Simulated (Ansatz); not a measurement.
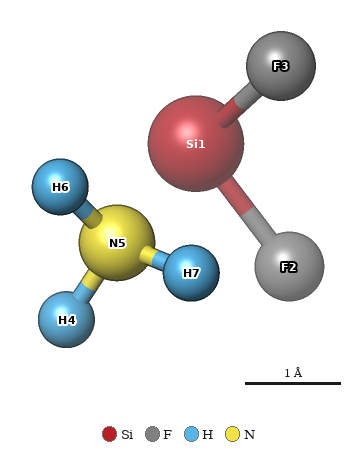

**Figure 1.** The starting structure (ball-and-stick view, seen at a tilt; atoms are numbered from 1 in the order of the input). Bond lengths as drawn: F–Si 1.64 Å and H–N 1.01 to 1.02 Å.

Molecular dynamics, with input and output: SiNH$_{3}$F$_{2}$

- system: SiNH$_{3}$F$_{2}$
- method: RKS PBE0-D4/def2-SVP (Ansatz 0.2.0)

The input
```yaml
crystal:
  periodic: [false, false, false]
  atoms:
    - {symbol: Si, position_ang: [-0.571676, -1.149137, -0.565275]}
    - {symbol: F, position_ang: [1.022746, -1.418280, -0.838260]}
    - {symbol: F, position_ang: [-0.851133, -0.041579, -1.741888]}
    - {symbol: H, position_ang: [0.476671, 0.131275, 1.495133]}
    - {symbol: N, position_ang: [0.015047, 0.445730, 0.647940]}
    - {symbol: H, position_ang: [-0.766911, 1.040171, 0.902665]}
    - {symbol: H, position_ang: [0.675355, 0.991818, 0.099685]}
basis:
  gaussian: {orbitals: def2-SVP}
hamiltonian: {xc: pbe0, dispersion: d4}
md: {n_steps: 30, timestep: 0.75, temperature: 700, ensemble: nose, seed: 252, initial_velocities: maxwell_boltzmann}
```

Machine: 2 threads of Arm Neoverse V1, 23 GiB of memory available, shared host.

Launch command:
```bash
ansatz run in.yaml --threads 2 --pin off --events-out ev --progress --plain --max-ram 4352MiB
```

The program's output
```
Error: YAML parse error: error: line 14 column 63: unknown variant `nose`, expected one of nve, nve_milne, nvt_langevin, nvt_nose_hoover, npt_langevin
  --> <input>:14:63
   |
12 |   gaussian: {orbitals: def2-SVP}
13 | hamiltonian: {xc: pbe0, dispersion: d4}
14 | md: {n_steps: 30, timestep: 0.75, temperature: 700, ensemble: nose, seed: 252, initial_velocities: maxwell_boltzmann}
   |                                                               ^ unknown variant `nose`, expected one of nve, nve_milne, nvt_langevin, nvt_nose_hoover, npt_langevin
```

What the run reported

```tsv
quantity	value
outcome	refused by the program
```

What went wrong

The input was spoiled on purpose: unknown ensemble. The program refused the input: “YAML parse error: error: line 14 column 63: unknown variant `nose`, expected one of nve, nve_milne, nvt_langevin, nvt_nose_hoover, npt_langevin --> <input>:14:63 | 12 | gaussian: {orbitals: def2-SVP} 13 | hamiltonian: {xc: pbe0, dispersion: d4} 14 | md: {n_steps: 30, timestep: 0.75, temperature: 700, ensemble: nose, …”
